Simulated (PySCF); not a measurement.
C$_{3}$H$_{7}$Si$_{2}$ (doublet)

```
atom    x (Å)    y (Å)    z (Å)
  Si   2.0672   0.0866   0.1948
   C   0.2594  -0.0414   0.7363
   C  -0.4581  -1.0748  -0.0825
   C  -1.4119  -0.4157  -0.7520
  Si  -1.0210   1.2429   0.0446
   H   2.8930  -1.0388   0.6287
   H   2.2236   0.3470  -1.2327
   H   0.2091  -0.2401   1.8087
   H  -0.1967  -2.1234  -0.1205
   H  -2.1036  -0.8204  -1.4735
   H  -1.9861   1.7653   1.0115
   H  -0.4738   2.3121  -0.7895
```

Geometry: GFN2-xTB.

Method: UKS B3LYP, pcH-1 on C H Si, non-relativistic, mean-field spin-orbit, GIAO in PySCF.

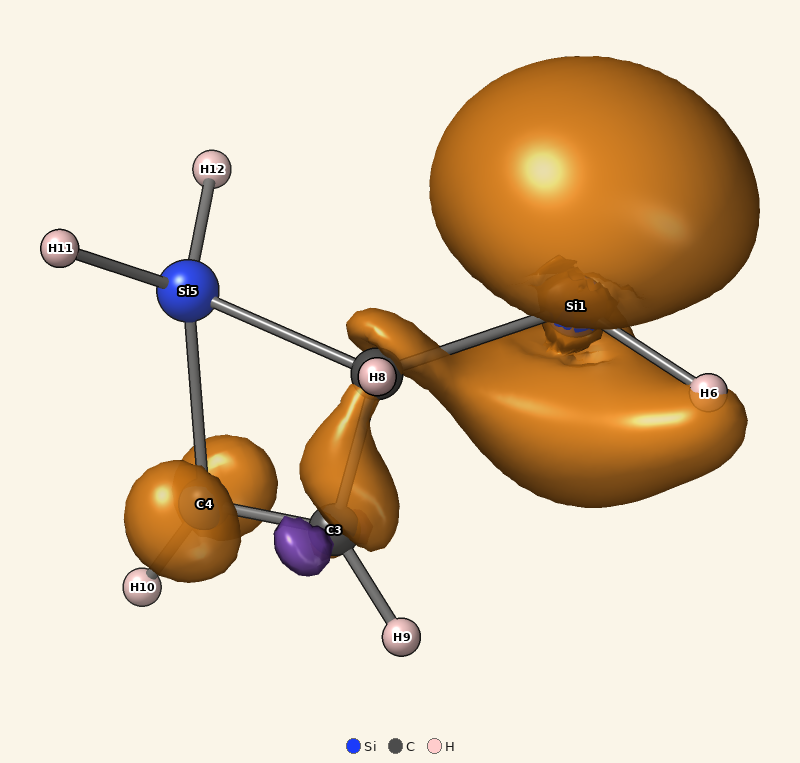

Figure 1. Isosurfaces of the spin density at +0.015 (orange) and −0.015 e/Å³ (purple), seen across its widest extent.

Describe the spin distribution.

Answer. The unpaired spin (1 electron) lies mostly on Si1 (about 0.8), in electrons by Hirshfeld's partition.

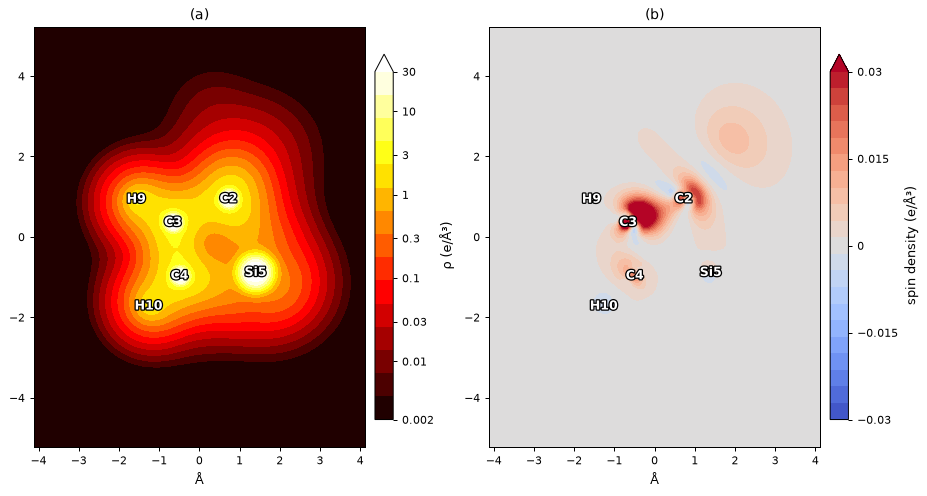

Figure 2. (a) total electron density; (b) spin density (α minus β) on the plane of atoms C2, C3 and H9.

Describe what can be read from this map.

Answer. The plane passes through C, Si and H nuclei. C–C (1.34 Å): ρ at the midpoint is about 2.3 e/Å³. C–Si (1.88 Å): ρ is about 0.9 e/Å³ halfway. C–H (1.08 Å): the density is about 2 e/Å³ at the midpoint. C–C (1.50 Å): ρ is about 1.7 e/Å³ halfway. C–Si (1.94 Å): ρ at the midpoint is about 0.83 e/Å³.

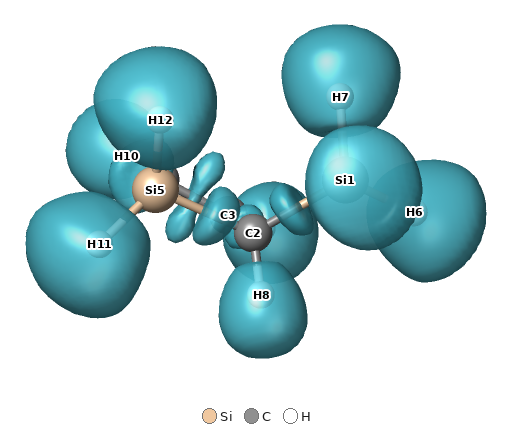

Figure 3. Isosurface of the electron localisation function at 0.85 (cyan), seen from one side. Core shells and regions of very low density are left out.

Identify the bonds, lone pairs and shells in this picture.

Answer. The surface consists of two regions between bonded C–C atoms (shared pairs), three regions between bonded C–Si atoms (shared pairs), seven regions around hydrogen nuclei and one lobe on Si, pointing away from the bonds (non-bonding electrons). Profiles from the grid: C–C (1.34 Å): the ELF peaks at about 0.90 between the atoms; a multiple bond. C–Si (1.88 Å): the ELF peaks at about 0.95 between the atoms (a shared electron pair).
